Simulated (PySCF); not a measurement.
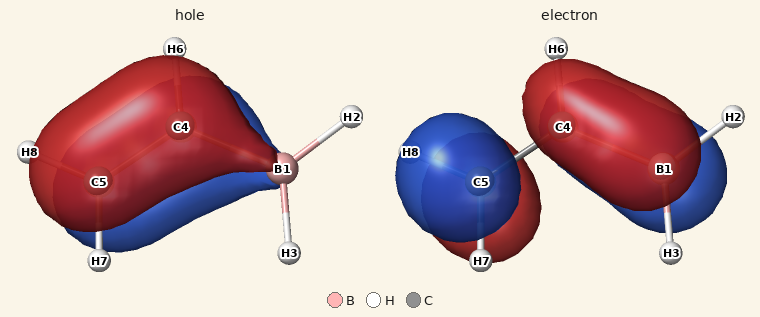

Figure 1: BH2(vinyl) (C$_{2}$H$_{5}$B). Leading natural transition orbital pair of T₁ (TDA triplet states); the surfaces enclose about 78 % of each orbital's density.

Method: BHandHLYP/6-31G*; geometry: GFN2-xTB; program: PySCF. No frequency check shows the geometry to be a minimum. Without diffuse functions Rydberg states are missing, so the states' numbers hold for this basis only.

**Give its energy and the atoms that hole and electron lie on.**

3.54 eV (351 nm), spin-forbidden from the singlet ground state; the leading pair carries 100 %; hole on C4 (42 %), C5 (39 %) and B1 (9 %), electron on C5 (38 %), B1 (25 %) and C4 (23 %); their centroids lie 0.3 Å apart. In canonical orbitals it is mainly HOMO → LUMO (90 %). The HOMO–LUMO gap is 8.51 eV.

Cost of the run: 45 s on 1 thread of Intel(R) Xeon(R) Processor @ 2.50GHz (Skylake/Cascade Lake), with other jobs on the host, peak memory 0.35 GiB.
